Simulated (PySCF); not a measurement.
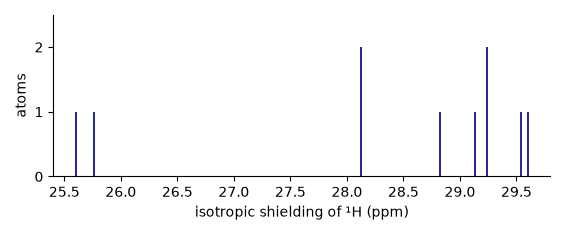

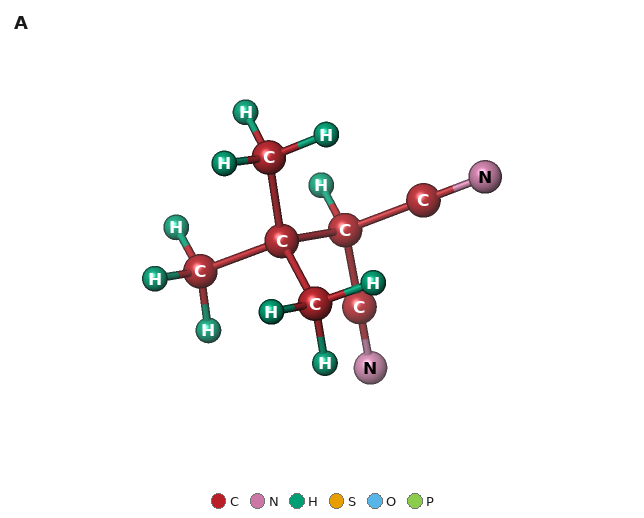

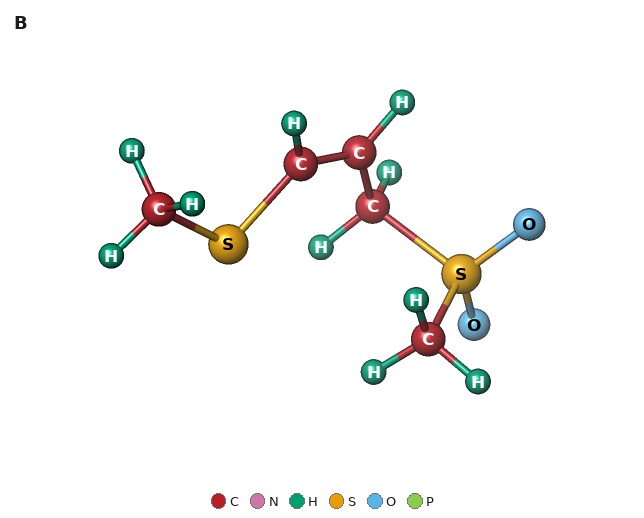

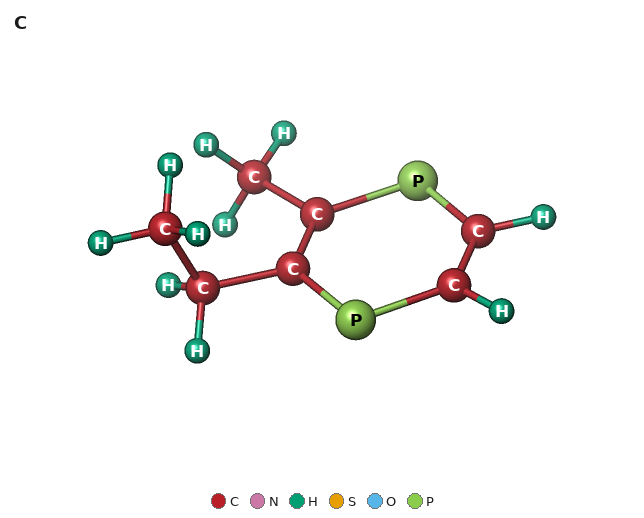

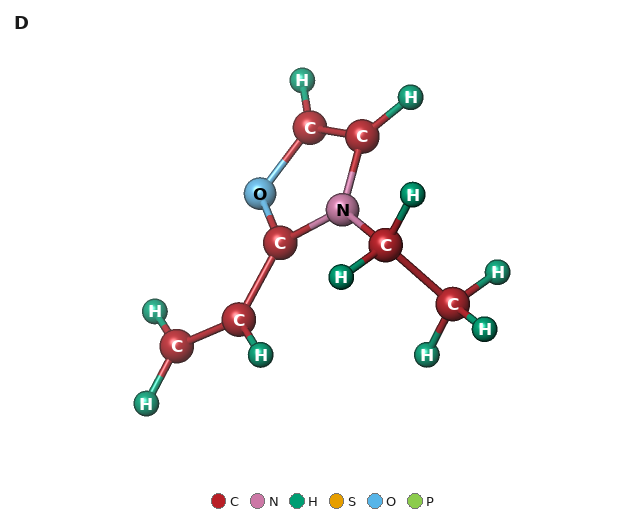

The sticks are computed shieldings of one of the molecules, for one fixed geometry (GFN2-xTB) without averaging over rotations. Low shielding means a high chemical shift. Method: GIAO PBE0/pcSseg-1 NMR shielding, non-relativistic, gas phase (PySCF 2.14.0).

**Match the spectrum to a structure.**

B, `CS/C=C\CS(C)(=O)=O`. Its 10 H atoms give lines at 25.60, 25.76, 28.12 (2 atoms), 28.82, 29.13, 29.24 (2 atoms), 29.54, 29.60 ppm.

The geometry is semi-empirical. Around P such bond lengths and angles can be off by a tenth of an ångström or more and by several degrees, and values that hang on the shape move with them.
